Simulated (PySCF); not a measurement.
# C4H7F, SMILES `C/C=C(/C)F`: electronic structure

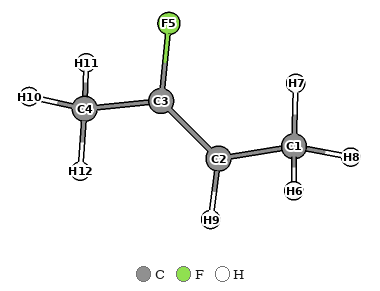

The molecule, with its atoms numbered as below. No frequency check shows the geometry to be a minimum.

Cartesian coordinates (Å):

```
C1       2.0475   -0.0867    0.0013
C2       0.6866   -0.7000    0.0006
C3      -0.4527   -0.0276   -0.0002
C4      -1.8401   -0.5711   -0.0010
F5      -0.4334    1.3334    0.0000
H6       2.6052   -0.4128    0.8727
H7       1.9828    0.9979    0.0068
H8       2.6018   -0.4039   -0.8875
H9       0.6384   -1.7782    0.0002
H10     -2.3746   -0.2223    0.8836
H11     -2.3780   -0.2133   -0.8772
H12     -1.8223   -1.6558   -0.0024
```

Part 1: Bonding charge

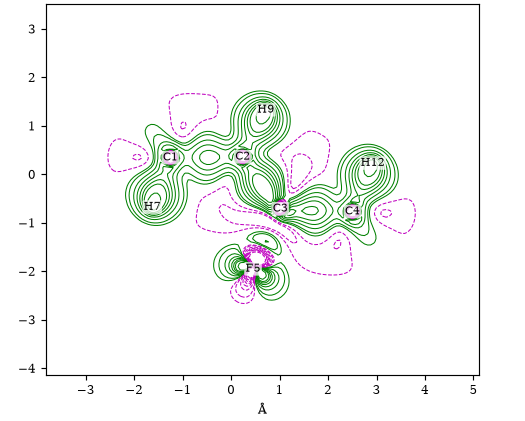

Deformation density (molecule less spherical, spin-averaged free atoms) in a plane through 8 of the atoms; contours at ±0.05 to ±0.8 e/Å³; solid green lines: gain, dashed magenta lines: loss.

PySCF calculation, M06-2X/aug-cc-pVDZ, gas phase; geometry: GFN2-xTB.

Q: How much density has each bond in this plane gained at its critical point, relative to the free atoms?

A: C2–H9: +0.71 e/Å³ at the bond critical point (bond length 1.08 Å). C2–C3: +0.71 e/Å³ at the bond critical point (bond length 1.32 Å). C1–H7: +0.70 e/Å³ at the bond critical point (bond length 1.09 Å). C4–H12: +0.70 e/Å³ at the bond critical point (bond length 1.08 Å). C3–C4: +0.51 e/Å³ at the bond critical point (bond length 1.49 Å). C1–C2: +0.45 e/Å³ at the bond critical point (bond length 1.49 Å). C3–F5: −0.11 e/Å³ at the bond critical point (bond length 1.36 Å); up to 0.6 Å beside the axis the gain reaches +0.19 e/Å³. In all, 2.8 electrons gather in the regions of gain relative to the promolecule. A small or negative value marks a very polar bond, one between electron-rich atoms, whose free-atom densities already overlap strongly, a long bond to a heavier atom, or a closed-shell contact such as a hydrogen bond.

Part 2: Bond critical points

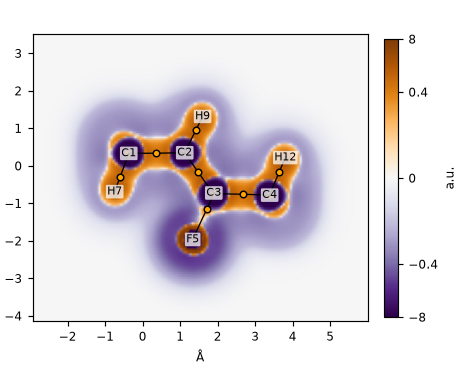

Negative Laplacian of the density (−∇²ρ) in a plane through 8 of the atoms (orange positive, purple negative, colour scale in a.u., logarithmic beyond ±0.04), with bond paths and bond critical points (dots).

Q: At which bond critical points in this plane is charge locally concentrated, and at which depleted?

A: Concentrated (∇²ρ < 0): C2–C3 (−0.92 a.u.); C2–H9 (−1.03 a.u.); C1–H7 (−1.01 a.u.); C4–H12 (−1.00 a.u.); C3–C4 (−0.60 a.u.); C1–C2 (−0.55 a.u.). Depleted (∇²ρ > 0): C3–F5 (+0.10 a.u., H = −0.329). A positive Laplacian with clearly negative H marks a strongly polar covalent bond, whose critical point lies close to the core of the less electronegative atom.

Q: Where along C3–F5 does the critical point lie?

A: 0.45 Å from C3 and 0.91 Å from F5.

Part 3: Local ionisation energy

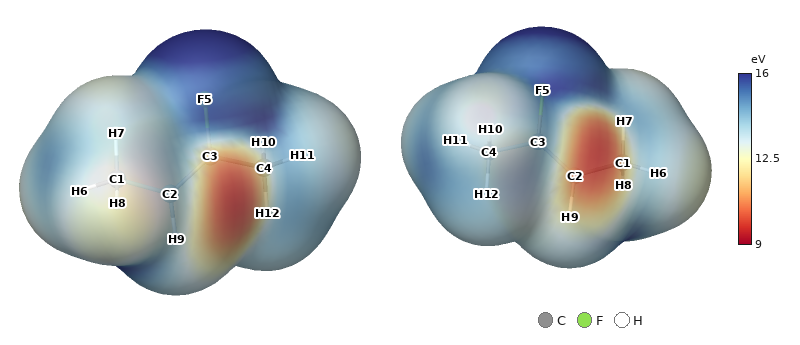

Average local ionisation energy on the surface of electron density 0.001 a.u. (back view left, front view right).

Q: Where are the most loosely bound electrons on this surface?

A: The lowest value is 9.7 eV, off the C2–C3 bond (2.2 to 2.3 Å from its atoms), and at like points elsewhere. Further minima include 12.6 eV, 1.3 Å from H8; 12.9 eV, 1.3 Å from H7. For comparison, the highest occupied orbital lies at −8.1 eV.

Q: What volume does the surface enclose, and what is the dipole moment?

A: About 108 Å³; the dipole moment is 1.5 D.

Part 4: Localised orbitals

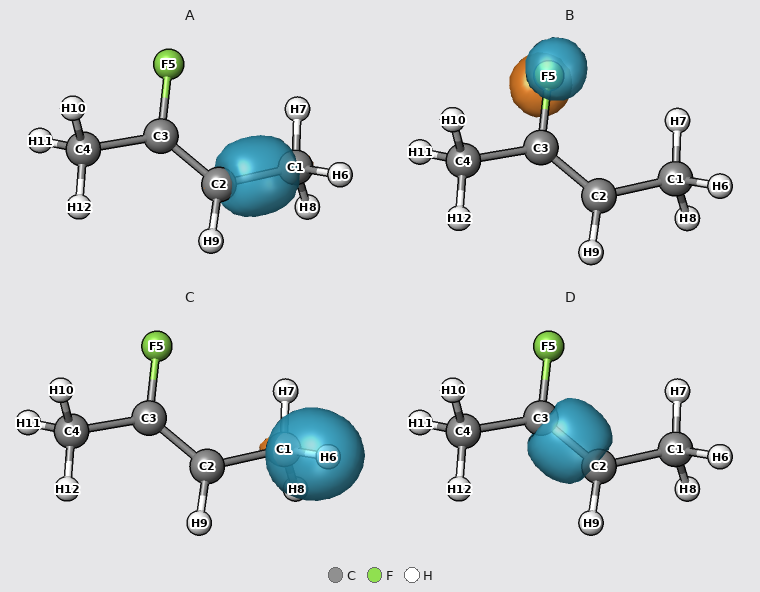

Pipek–Mezey orbitals, occupied; each surface holds about 70 % of the orbital's density. Energies are diagonal elements of the Fock matrix.

Level of theory: HF/def2-TZVP (PySCF), at a geometry from GFN2-xTB.

Q: Name the orbitals, with their atomic make-up and energies.

A: By panel:
- A: σ bond C2–C1 (C2 51 %, C1 49 %; −19.9 eV)
- B: lone pair on F5 (p-type) (F5 98 %; −17.7 eV)
- C: σ bond C1–H6 (C1 55 %, H6 44 %; −17.8 eV)
- D: σ bond C3–C2 (C3 51 %, C2 49 %; −24.1 eV)

Q: How do all the valence pairs divide up?

A: 15 pairs: 11 σ bonds, 3 lone pairs and 1 two-centre π bond.

The PySCF runs shown took 49 s and 3.9 s on 1 thread of Intel(R) Xeon(R) Processor @ 2.70GHz, on a shared host.
